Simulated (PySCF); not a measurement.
# C5H6F2O2: magnetic properties

Aim: compute the magnetic properties of C5H6F2O2 (`O[C@@H]1C=COC(F)(F)C1`).

Computed with PySCF 2.14.0 and routines of our own; the level stands in each step. Atoms count from 0.

### Step 1. The starting structure

15 atoms, charge 0, multiplicity 1; geometry from: GFN2-xTB.

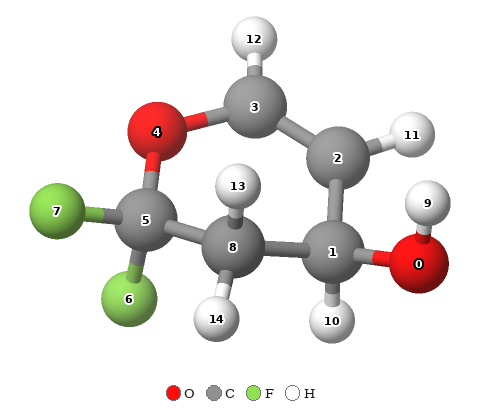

The starting geometry (oxygen red, carbon grey, fluorine green, hydrogen white).

### Step 2. Magnetic properties: GIAO PBE0/pcSseg-1

The job: settings as JSON, then the geometry in Å.

```
{"job": {"kind": "mag", "xc": "PBE0", "basis": "pcSseg-1", "isotopologues": 0}, "charge": 0, "multiplicity": 1}
O      2.210688     0.755412    -0.291637
C      0.891967     0.345717    -0.532927
C     -0.125891     1.391412    -0.154953
C     -1.322230     1.061788     0.301611
O     -1.780178    -0.223694     0.465968
C     -0.949730    -1.223869     0.050652
F     -1.220796    -1.520675    -1.258218
F     -1.307335    -2.335495     0.733418
C      0.536836    -0.951552     0.214858
H      2.307424     0.997835     0.637245
H      0.851204     0.166443    -1.615973
H      0.155336     2.423426    -0.271976
H     -2.086982     1.765405     0.587615
H      0.737835    -0.841697     1.283467
H      1.097439    -1.802468    -0.171063
```

Level: GIAO PBE0/pcSseg-1 magnetisability, rotational g tensor and spin-rotation constants, non-relativistic, gas phase.

Launch:

```sh
> OMP_NUM_THREADS=1 python excited_run.py task.json out
```

The driver reads the jobs from task.json and runs them one after another.

The program printed:

```text
coarse grid: 13496 points
cycle   1  E = -543.3622737129  dE =  1.649e+00  |g| = 1.035e+00  |ddm| = 3.502e+00
cycle   2  E = -543.1826715217  dE =  1.796e-01  |g| = 1.498e+00  |ddm| = 1.663e+00
cycle   3  E = -543.5461142825  dE = -3.634e-01  |g| = 1.025e-01  |ddm| = 1.093e+00
cycle   4  E = -543.5479625060  dE = -1.848e-03  |g| = 4.635e-02  |ddm| = 1.169e-01
cycle   5  E = -543.5483987671  dE = -4.363e-04  |g| = 9.922e-03  |ddm| = 4.067e-02
cycle   6  E = -543.5484136048  dE = -1.484e-05  |g| = 3.933e-03  |ddm| = 8.677e-03
cycle   7  E = -543.5484162723  dE = -2.667e-06  |g| = 6.935e-04  |ddm| = 2.814e-03
final grid: 133896 points
cycle   8  E = -543.6378093475  dE = -4.791e-05  |g| = 1.332e-02  |ddm| = 3.185e-02
cycle   9  E = -543.6377648323  dE =  4.452e-05  |g| = 2.062e-02  |ddm| = 2.257e-02
cycle  10  E = -543.6378414975  dE = -7.667e-05  |g| = 1.610e-03  |ddm| = 1.442e-02
cycle  11  E = -543.6378420540  dE = -5.565e-07  |g| = 5.112e-04  |ddm| = 1.597e-03
cycle  12  E = -543.6378421054  dE = -5.144e-08  |g| = 1.456e-04  |ddm| = 4.900e-04
cycle  13  E = -543.6378421096  dE = -4.194e-09  |g| = 3.161e-05  |ddm| = 1.363e-04
cycle  14  E = -543.6378421098  dE = -1.803e-10  |g| = 9.527e-06  |ddm| = 3.128e-05
converged SCF energy = -543.6378421098

Magnetisability tensor (1e-30 J/T^2)
    -1183.35      -23.37      -36.15
      -23.37    -1113.60       15.45
      -36.15       15.45    -1198.47
isotropic -1165.14   principal values   -1227.92  -1168.18  -1099.32
isotropic susceptibility -70.166 1e-6 cm^3/mol

Inertial axes            a          b          c
rot. const./GHz      2.8089     1.3584     1.1247
chi total           -70.556    -67.041    -72.902
chi diamagnetic    -509.135   -912.112  -1100.177
chi paramagnetic    438.579    845.071   1027.275
quadrupole/D A       -8.264      6.062      2.202
g nuclear            0.5569     0.5211     0.5320
g electronic        -0.5787    -0.5393    -0.5428
g total             -0.0219    -0.0182    -0.0108

Spin-rotation constants (kHz, H = +C I.J)
atom  isotope        aa         bb         cc
  6    19F        4.222      1.792      1.069
  7    19F        2.927      2.024      1.222
  9     1H       -0.351     -0.175     -0.006
 10     1H       -0.288     -0.121      0.059
 11     1H        0.114     -0.070     -0.141
 12     1H       -0.309      0.133     -0.120
 13     1H       -0.321     -0.167      0.037
 14     1H       -0.311      0.067     -0.134
  0    17O*      -0.307     -0.140     -0.084
  1    13C*       0.565      0.305      0.248
  2    13C*       0.992      0.480      0.184
  3    13C*       0.945      0.615      0.249
  4    17O*      -0.709     -0.311     -0.113
  5    13C*       0.892      0.426      0.332
  8    13C*       0.452      0.287      0.185
* in the singly substituted isotopologue
```

Run time: 31 s. Hardware: 1 thread of Arm Neoverse V1, shared host; peak memory 0.8 GiB.

In short:

| quantity | value |
| --- | --- |
| magnetisability | -1165·10⁻³⁰ J/T² |
| molar susceptibility | -70.2·10⁻⁶ cm³/mol |
| rotational g (a, b, c) | -0.0219, -0.0182, -0.0108 |

### Step 3. Magnetic properties: GIAO HCTH407/6-311G**

Settings changed since step 2:

```diff
@@ -1,2 +1,2 @@
-{"job": {"kind": "mag", "xc": "PBE0", "basis": "pcSseg-1", "isotopologues": 0}, "charge": 0, "multiplicity": 1}
+{"job": {"kind": "mag", "xc": "HCTH407", "basis": "6-311G**", "scf": {"conv": 1e-07}}, "charge": 0, "multiplicity": 1}
 O      2.210688     0.755412    -0.291637
```

Method: GIAO HCTH407/6-311G** magnetisability, rotational g tensor and spin-rotation constants, non-relativistic, gas phase.

The program printed:

```text
final grid: 133896 points
cycle   1  E = -544.0219785690  dE =  1.469e+00  |g| = 1.243e+00  |ddm| = 3.314e+00
cycle   2  E = -543.4021884649  dE =  6.198e-01  |g| = 2.273e+00  |ddm| = 2.968e+00
cycle   3  E = -544.2721330471  dE = -8.699e-01  |g| = 2.331e-01  |ddm| = 2.260e+00
cycle   4  E = -544.2833891592  dE = -1.126e-02  |g| = 9.569e-02  |ddm| = 2.960e-01
cycle   5  E = -544.2852007424  dE = -1.812e-03  |g| = 3.038e-02  |ddm| = 9.193e-02
cycle   6  E = -544.2853367370  dE = -1.360e-04  |g| = 1.361e-02  |ddm| = 2.840e-02
cycle   7  E = -544.2853704817  dE = -3.374e-05  |g| = 4.963e-03  |ddm| = 1.308e-02
cycle   8  E = -544.2853762914  dE = -5.810e-06  |g| = 1.153e-03  |ddm| = 4.463e-03
cycle   9  E = -544.2853765505  dE = -2.592e-07  |g| = 4.383e-04  |ddm| = 1.066e-03
cycle  10  E = -544.2853765897  dE = -3.914e-08  |g| = 9.574e-05  |ddm| = 3.753e-04
converged SCF energy = -544.2853765897

Magnetisability tensor (1e-30 J/T^2)
    -1147.54      -22.70      -35.03
      -22.70    -1080.89       15.73
      -35.03       15.73    -1167.47
isotropic -1131.96   principal values   -1193.94  -1135.11  -1066.84
isotropic susceptibility -68.168 1e-6 cm^3/mol

Inertial axes            a          b          c
rot. const./GHz      2.8089     1.3584     1.1247
chi total           -68.458    -65.040    -71.007
chi diamagnetic    -507.639   -909.605  -1098.133
chi paramagnetic    439.181    844.565   1027.126
quadrupole/D A       -7.382      5.227      2.154
g nuclear            0.5569     0.5211     0.5320
g electronic        -0.5795    -0.5390    -0.5427
g total             -0.0227    -0.0179    -0.0107

Spin-rotation constants (kHz, H = +C I.J)
atom  isotope        aa         bb         cc
  6    19F        4.295      1.855      1.123
  7    19F        3.065      2.086      1.274
  9     1H       -0.359     -0.180     -0.004
 10     1H       -0.283     -0.121      0.062
 11     1H        0.119     -0.071     -0.143
 12     1H       -0.308      0.135     -0.120
 13     1H       -0.322     -0.168      0.041
 14     1H       -0.314      0.072     -0.137
  0    17O*      -0.320     -0.153     -0.091
  1    13C*       0.578      0.311      0.253
  2    13C*       0.960      0.453      0.188
  3    13C*       0.891      0.589      0.251
  4    17O*      -0.708     -0.324     -0.121
  5    13C*       0.891      0.426      0.330
  8    13C*       0.452      0.288      0.187
* in the singly substituted isotopologue
```

It took 42 s on 1 thread of Arm Neoverse V1, shared host; peak memory 0.69 GiB.

From this job:

| quantity | value |
| --- | --- |
| magnetisability | -1132·10⁻³⁰ J/T² |
| molar susceptibility | -68.2·10⁻⁶ cm³/mol |
| rotational g (a, b, c) | -0.0227, -0.0179, -0.0107 |

### Step 4. Magnetic properties side by side

| level | ξ (10⁻³⁰ J/T²) | g(a) | g(b) | gap (eV) | functions | time |
| --- | --- | --- | --- | --- | --- | --- |
| GIAO PBE0/pcSseg-1 | -1165 | -0.0219 | -0.0182 | 7.31 | 183 | 31 s |
| GIAO HCTH407/6-311G** | -1132 | -0.0227 | -0.0179 | 5.07 | 198 | 42 s |

### Step 5. Outcome

| quantity | value |
| --- | --- |
| magnetisability (step 2, GIAO PBE0/pcSseg-1) | -1165·10⁻³⁰ J/T² |
| molar susceptibility (step 2, GIAO PBE0/pcSseg-1) | -70.2·10⁻⁶ cm³/mol |
| rotational g (a, b, c) (step 2, GIAO PBE0/pcSseg-1) | -0.0219, -0.0182, -0.0108 |
| magnetisability over the levels | -1165 to -1132·10⁻³⁰ J/T² |

In words: The magnetisability spreads by 2.9 % over 2 levels, from GIAO PBE0/pcSseg-1 (31 s) to GIAO HCTH407/6-311G** (42 s); the runs took 31 s to 42 s. Two levels can agree by chance, so this spread shows no convergence. Vibrational averaging and real surroundings are missing from these values.
